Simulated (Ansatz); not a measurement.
# PBE/6-31G(d) (spherical functions) run of CHClGaNO (SMILES O=C=[N][GaH][Cl])

What is the energy change on altering one bond length of CHClGaNO at PBE/6-31G* (spherical functions)? 

The results are computed with Ansatz 0.2.0.

153 further runs of the same task are left out: 153 set aside as unsound or not needed. Runs told in other sessions of the task aren't counted.

**1. Starting point**

CHClGaNO has 6 atoms, charge 0, and is taken as a singlet. SMILES: `O=C=[N][GaH][Cl]`. The coordinates come from a PBE0-D4/def2-TZVP relaxation. This is one conformer, not always the lowest.

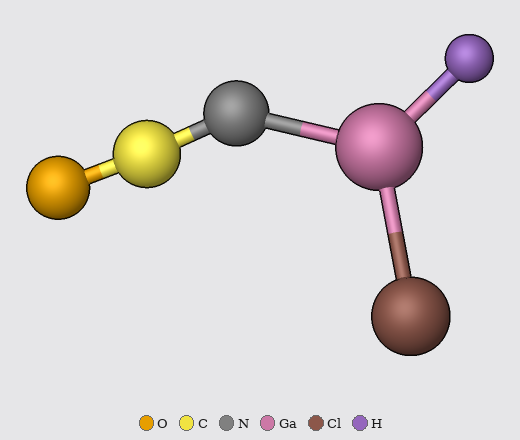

The structure, seen from a chosen angle (oxygen amber, carbon yellow, nitrogen grey, gallium pink, chlorine brown, hydrogen purple).

**2. A single-point energy at PBE/6-31G(d) (spherical functions)**

in.yaml reads:

```yaml
crystal:
  periodic: [false, false, false]
  atoms:
    - {symbol: O, position_ang: [-0.700200, -2.626600, -0.696700]}
    - {symbol: C, position_ang: [-0.691800, -1.486000, -0.467600]}
    - {symbol: N, position_ang: [-0.756800, -0.304700, -0.247900]}
    - {symbol: Ga, position_ang: [0.248500, 1.124400, 0.275700]}
    - {symbol: Cl, position_ang: [2.297400, 0.694600, 0.677800]}
    - {symbol: H, position_ang: [-0.354900, 2.534400, 0.412700]}
basis:
  gaussian: {orbitals: 6-31G_st_-spherical.json}
hamiltonian: {xc: pbe}
accuracy: high
output: {orbitals: {seedname: orbitals}}
```

The basis set 6-31G* is read from a file made from the Basis Set Exchange's data (not shown).

Command:

```bash
ansatz run in.yaml --threads 1 --pin off --max-ram 3480MiB --events-out events.jsonl --progress --plain --runs-dir runs
```

Standard output:

```text
Warning: RAYON_NUM_THREADS=1 ignored (pool sized by the plan → 1); use --threads N
Functional definition: PBE
  name "PBE"
  parameter kappa = 0.804
  parameter beta = 0.06672455060314922
  exchange = pbe_x(kappa = kappa, mu = beta*pi^2/3)
  correlation = pbe_c(beta = beta)
1936 factors; integrals over basis functions are off by at most 5.4e-9 eV
mean field evaluation 1: about -69458.6571 eV, gradient 6.7e1 eV
mean field evaluation 2: about -69415.2083 eV, gradient 1.4e2 eV
mean field evaluation 4: about -69465.8569 eV, gradient 2.1e1 eV
mean field evaluation 8: about -69466.7515 eV, gradient 4.8e-1 eV
mean field evaluation 16: about -69466.7455 eV, gradient 3.5e-4 eV
mean field -69466.74554579 eV, -2552.8558125565 hartree, gradient 5.3e-8 eV, S^2 0.000000; 0 other end points of the search recorded, 0 dependent functions left out
reference -69466.74554996 eV, -2552.8558127099 hartree; 35, 35 occupied and 59, 59 virtual orbitals, 1936 factors
Total energy: -69466.74554996 eV, -2552.8558127099 hartree
```

It took 7.2 s on 1 thread of Arm Neoverse V2, shared host; peak memory 0.23 GiB.

**3. The distorted shape, same level**

input.yaml reads:

```yaml
crystal:
  periodic: [false, false, false]
  atoms:
    - {symbol: O, position_ang: [-0.706920, -3.539041, -0.879972]}
    - {symbol: C, position_ang: [-0.691800, -1.486000, -0.467600]}
    - {symbol: "N", position_ang: [-0.756800, -0.304700, -0.247900]}
    - {symbol: Ga, position_ang: [0.248500, 1.124400, 0.275700]}
    - {symbol: Cl, position_ang: [2.297400, 0.694600, 0.677800]}
    - {symbol: H, position_ang: [-0.354900, 2.534400, 0.412700]}
basis:
  gaussian:
    orbitals: 6-31G_st_-spherical.json
output: {orbitals: {seedname: orbitals}}
hamiltonian:
  xc: pbe
accuracy: high
```

The basis set 6-31G* is read from a file made from the Basis Set Exchange's data (not shown).

Command:

```bash
ansatz run input.yaml --threads 1 --pin off --max-ram 3480MiB --events-out events.jsonl --progress --plain --runs-dir runs
```

Standard output, cut to the lines that bear on the results:

```text
Warning: RAYON_NUM_THREADS=1 ignored (pool sized by the plan → 1); use --threads N
[... 6 set-up lines as earlier in the session ...]
1929 factors; integrals over basis functions are off by at most 1.0e-8 eV
mean field evaluation 1: about -69451.4995 eV, gradient 6.6e1 eV
mean field evaluation 2: about -69271.5915 eV, gradient 1.7e2 eV
mean field evaluation 4: about -69402.7885 eV, gradient 1.2e2 eV
mean field evaluation 8: about -69459.6222 eV, gradient 8.9e-1 eV
mean field evaluation 16: about -69454.5172 eV, gradient 1.9e1 eV
mean field -69459.63178093 eV, -2552.5943865197 hartree, gradient 3.5e-8 eV, S^2 0.000000; 1 other end points of the search recorded, 0 dependent functions left out
reference -69459.63178522 eV, -2552.5943866775 hartree; 35, 35 occupied and 59, 59 virtual orbitals, 1929 factors
Total energy: -69459.63178522 eV, -2552.5943866775 hartree
```

Wall time 7.8 s (1 thread of Arm Neoverse V2, shared host); peak memory 0.23 GiB.

**4. Outcome**

At PBE/6-31G* (spherical functions):

```
                                                         quantity           value
                                        first shape: total energy  -2552.85581 Eh
                                         first shape: HOMO energy        -7.29 eV
                                         first shape: LUMO energy        -2.56 eV
                                       first shape: HOMO–LUMO gap         4.73 eV
                                    distorted shape: total energy  -2552.59439 Eh
                                     distorted shape: HOMO energy        -5.31 eV
                                     distorted shape: LUMO energy        -4.86 eV
                                   distorted shape: HOMO–LUMO gap         0.45 eV
energy change with the O1–C2 bond stretched from 1.163 to 2.094 Å        7.114 eV
```

In words: With the O1–C2 bond stretched from 1.163 to 2.094 Å the energy rises by 7.11 eV (164 kcal/mol). The first shape isn't relaxed at this level, so the change isn't measured from a minimum. A restricted reference can't describe the breaking bond well at this length.
